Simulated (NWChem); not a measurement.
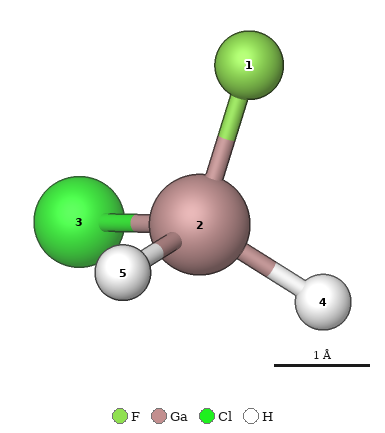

*The structure as given in the input (ball-and-stick view, seen at a tilt; atoms are numbered from 1 in the order of the input). Sticks mark near contacts.*

Bond lengths as drawn: Cl–Ga 2.14 Å, F–Ga 1.80 Å and Ga–H 1.57 Å.

**GaH2ClF (charge −1): energy and gradient calculation**

- system: GaH2ClF, charge −1, SMILES [F][GaH2-][Cl]
- method: MP2/6-31G*, RHF (NWChem 7.3.0)

The geometry comes from this level: GFN2-xTB.

### Input
```python
from ase import Atoms
from ase.calculators.nwchem import NWChem

mol = Atoms(['F', 'Ga', 'Cl', 'H', 'H'], positions=[
    [-1.198110, 0.179830, 1.276450],
    [-0.046750, 0.063610, -0.096560],
    [1.636830, -1.117600, 0.501170],
    [-0.809150, -0.649500, -1.262850],
    [0.417180, 1.523660, -0.418210],
])

calc = NWChem(
    label='test',
    theory='mp2',
    memory='2200 mb',
    basis='6-31G*',
    basispar='spherical bse',
    charge=-1,
    scf={'nopen': '0', 'rhf': None, 'thresh': '1e-08', 'maxiter': '80', 'print': 'low'},
    mp2={'freeze': 'core 15', 'tight': None},
)
mol.calc = calc

forces = mol.get_forces()
print("Total energy (eV):", round(mol.get_potential_energy(), 6))
print("forces (eV/A):")
for s, f in zip(mol.symbols, forces):
    print(f"{s:2s} {f[0]:10.5f} {f[1]:10.5f} {f[2]:10.5f}")
```

### File test.nwi
```
title "test"

permanent_dir test

scratch_dir test

start test

geometry units angstrom nocenter noautosym noautoz
  F  -1.1981100000000000e+00 1.7982999999999999e-01 1.2764500000000001e+00
  Ga -4.6750000000000000e-02 6.3610000000000000e-02 -9.6560000000000007e-02
  Cl 1.6368300000000000e+00 -1.1175999999999999e+00 5.0117000000000000e-01
  H  -8.0915000000000004e-01 -6.4949999999999997e-01 -1.2628500000000000e+00
  H  4.1718000000000000e-01 1.5236600000000000e+00 -4.1821000000000003e-01
end

charge -1

memory 2200 mb

basis spherical bse noprint
   * library 6-31G*
end

scf
  nopen 0
  rhf
  thresh 1e-08
  maxiter 80
  print low
end
mp2
  freeze core 15
  tight
end

task mp2 gradient
```

Launched with:
```bash
export ASE_NWCHEM_COMMAND="nwchem PREFIX.nwi > PREFIX.nwo"
python run.py
```

### Output
```
Total energy (eV): -67585.703054
forces (eV/A):
F    -0.28524   -0.05296    0.54903
Ga   -1.21253    0.84620   -0.40875
Cl    1.41884   -1.01481    0.55027
H    -0.27984   -0.45586   -0.56549
H     0.35882    0.67743   -0.12506
```

### Results in brief

```csv
quantity,value
outcome,converged
total energy,−2483.728796 hartree
SCF energy,−2483.179182 hartree
correlation energy,−0.549614 hartree
basis functions,68
largest force,1.829 eV/Å
hardware,"1 thread of AMD EPYC (Zen 5), 176 GiB of memory available, shared host"
wall time,30 s
peak memory,0.18 GiB
```
